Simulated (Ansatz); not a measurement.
# linear Sn chain under tension and compression, part 3 of 3

Wanted: energy, moment and open channels of the linear Sn chain from 12 % compression to 30 % stretch.

Ansatz 0.2.0; DFT PBEsol, plane waves, PAW; relaxation of a chain's period (the session's first sound run).

So far, conductance of the lead as this run defines it (G₀): 3.00 in steps 3, 6, 7, 8 and 9.

## 10. The chain at a fixed length, period over the relaxed period 1.2, k-mesh 1×1×25

Level of this step: DFT PBEsol, plane waves, PAW; channels and complex bands of a perfect chain (Ansatz).

The period is set to 1.2 times the relaxed one: longer bonds narrow the bands.

The cell differs from the one that the last finished run ended in (c 3.046 → 3.235 Å).

input.yaml

```yaml
crystal:
  lattice:
    - [7.5, 0.0, 0.0]
    - [0.0, 7.5, 0.0]
    - [0.0, 0.0, 3.2345930326]
  atoms:
    - { symbol: Sn, position: [0.5, 0.5, 0.0], spin: 0.5 }
magnetization:
  spin_polarized: true
kpoints:
  mp_grid: { grid: [1, 1, 25] }
scf:
  occupations: { method: fermi_dirac, width: 0.05 }
hamiltonian:
  xc: pbesol
output:
  transmission:
    e_range: [-2, 2]
    de: 0.035
    kmesh: [1, 1]
    reduced_basis: true
    leads: [[0, 0]]
  stress: true
```

The run is started by

```sh
$ ansatz run input.yaml --threads 4 --pin off --max-ram 8192MiB --backend cpu --events-out ev --progress --plain --runs-dir out
```

Numbers of over 12 decimals in the logs are rounded to 6 here.

The program printed:

```text
[...]
Crystal: 1 atoms, lattice volume = 181.946 Å³
Basis set: ecut = 420 eV, 3563 PW (Γ)
Bands: 12, of which v1, the nominal top of the filled ones, is band 7 counted from 1 (6 counted from 0)
Symmetry: 16 space group operations
[...]
k-points: 13 of 25
[...]
Starting moments: Σ|m| = 0.5 μB on 1 of 1 site
[...]
--- Transmission ---
  basis      : 497 plane waves across, 4 finite elements along
  points     : 1, standing for a mesh of 1 x 1
[...]
crystal 0  : Sn1, at the sites [0, 0], period 3.2346 Å: whole cells are its period
[...]
filled         : 12.0 meV over the level at which it is neutral
    channels       : 3.000000e0 up, 3.000000e0 down
[...]
[key lines of the parts left out:]
SCF converged after 15 iterations
Magnetization: -0.0000 μB (7.0000 up, 7.0000 down)
Free energy (F): -5947.776063 eV
Fermi energy:    -1.915914 eV
P = ⅓ Tr σ = -1.0953 GPa (-10.953 kbar)
```

Wall time 16 s (4 threads of Arm Neoverse V1, shared host); peak memory 0.41 GiB; 57 s of CPU time.

At the computed energy nearest the Fermi level there are 3 spin-up and 3 spin-down channels, and the thermal average gives 3.00 G₀. The change of length costs 0.440 eV a cell and leaves no moment.

## 11. At a set period, period over the relaxed period 1.3, k-mesh 1×1×23

The period is set to 1.3 times the relaxed one: longer bonds narrow the bands.

The cell differs from the one that the last finished run ended in (c 3.235 → 3.504 Å).

input.yaml, as its differences from that of step 10:

```diff
@@ -4,3 +4,3 @@
     - [0.0, 7.5, 0.0]
-    - [0.0, 0.0, 3.2345930326]
+    - [0.0, 0.0, 3.504142452]
   atoms:
@@ -10,3 +10,3 @@
 kpoints:
-  mp_grid: { grid: [1, 1, 25] }
+  mp_grid: { grid: [1, 1, 23] }
 scf:
```

The program printed:

```text
[...]
Crystal: 1 atoms, lattice volume = 197.108 Å³
Basis set: ecut = 420 eV, 3843 PW (Γ)
Bands: 12, of which v1, the nominal top of the filled ones, is band 7 counted from 1 (6 counted from 0)
Symmetry: 16 space group operations
[...]
k-points: 12 of 23
[...]
Starting moments: Σ|m| = 0.5 μB on 1 of 1 site
[...]
--- Transmission ---
  basis      : 497 plane waves across, 5 finite elements along
  points     : 1, standing for a mesh of 1 x 1
[...]
crystal 0  : Sn1, at the sites [0, 0], period 3.5041 Å: whole cells are its period
[...]
filled         : 28.2 meV under the level at which it is neutral
    channels       : 3.000000e0 up, 1.000000e0 down
[...]
[key lines of the parts left out:]
SCF converged after 36 iterations
Magnetization: 1.2671 μB (7.6336 up, 6.3664 down)
Free energy (F): -5947.446922 eV
Fermi energy:    -1.704856 eV
P = ⅓ Tr σ = -0.8027 GPa (-8.027 kbar)
```

Elapsed: 22 s, on 4 threads; peak memory 0.43 GiB; 79 s of CPU time.

Open channels of the lead against energy, zero at the Fermi level:

| energy (eV) | spin up | spin down |
| --- | --- | --- |
| -2.000 | 0 | 0 |
| -1.510 | 1 | 0 |
| -0.985 | 1 | 1 |
| -0.495 | 3 | 1 |
| -0.005 | 3 | 1 |
| 0.485 | 3 | 3 |
| 1.010 | 1 | 3 |
| 1.500 | 1 | 3 |

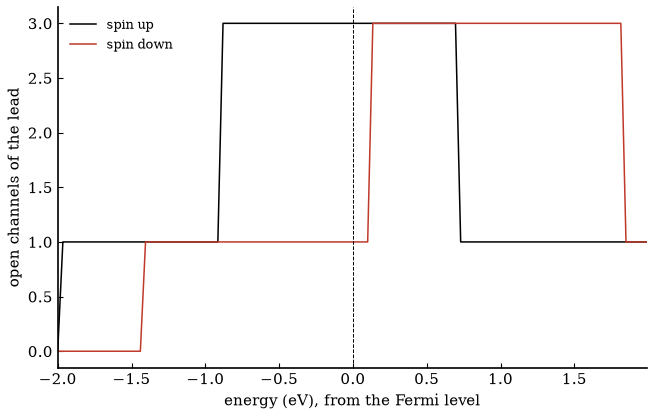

Open channels of the lead against energy.

At the computed energy nearest the Fermi level there are 3 spin-up and 1 spin-down channels, and the thermal average gives 2.01 G₀. The change of length costs 0.767 eV a cell and leaves an absolute moment of 1.27 μB a cell.

## 12. The series together

Times are for 4 threads of Arm Neoverse V1, shared host. The runs compared:

| no. | period over the relaxed period | conductance of the lead as this run defines it (G₀) | absolute moment (μB) | energy at zero smearing less the lowest (eV) | time | memory (GiB) |
| --- | --- | --- | --- | --- | --- | --- |
| 1 | 0.88 | 3.000 | 0 | 0.5244 | 22 s | 0.45 |
| 2 | 0.92 | 3.000 | 0 | 0.2208 | 34 s | 0.5 |
| 3 | 0.96 | 3.000 | 0 | 0.04912 | 23 s | 0.49 |
| 4 | 1 | 3.000 | 0 | 0 | 23 s | 0.49 |
| 5 | 1.04 | 3.000 | 0 | 0.02618 | 16 s | 0.41 |
| 6 | 1.08 | 3.000 | 0 | 0.08951 | 15 s | 0.41 |
| 7 | 1.13 | 3.000 | 0 | 0.2134 | 17 s | 0.42 |
| 8 | 1.2 | 3.000 | 0 | 0.4397 | 16 s | 0.41 |
| 9 | 1.3 | 2.008 | 1.274 | 0.7672 | 22 s | 0.43 |

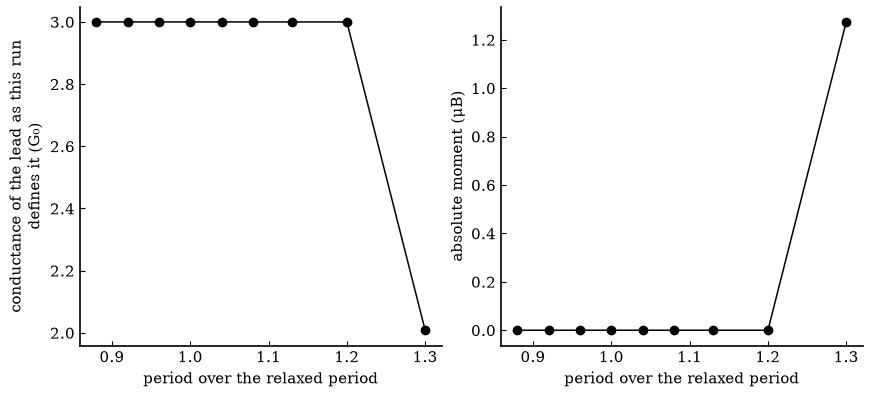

The series as plots.

## 13. Outcome

* relaxed cell length: 2.695 Å
* conductance at period × 0.88: 3.00 G₀
* conductance at period × 1.0: 3.00 G₀
* conductance at period × 1.13: 3.00 G₀
* conductance at period × 1.3: 2.01 G₀
* absolute moment at period × 0.88: 0 μB
* absolute moment at period × 1.0: 0 μB
* absolute moment at period × 1.3: 1.27 μB

What this shows: In these runs no moment survives at the shortest period, and one is present from a factor of 1.3 on: longer bonds narrow the bands, which favours exchange splitting. The conductance goes from 3.00 G₀ at the shortest period to 2.01 G₀ at the longest, while the magnetic state changes too. Transport is coherent and elastic here: the atoms are frozen, so scattering by vibrations plays no part. No search over magnetic orders was made; another may lie lower. For the perfect chain only parallel moments were started; its antiparallel and spiral orders were not tested. The lead's cell of one atom keeps the chain straight and evenly spaced; a zigzag or dimerised form may lie lower.

[Logs are printed without paths, hosts, clocks, repeated set-up lines and the standing remarks that a program may print on its own settings, such as how far it seeks lower states.]

[Hosts, paths, dates, database ids (printed as entryN), source tags and the programs' standing remarks are cut or masked in the printed files.]
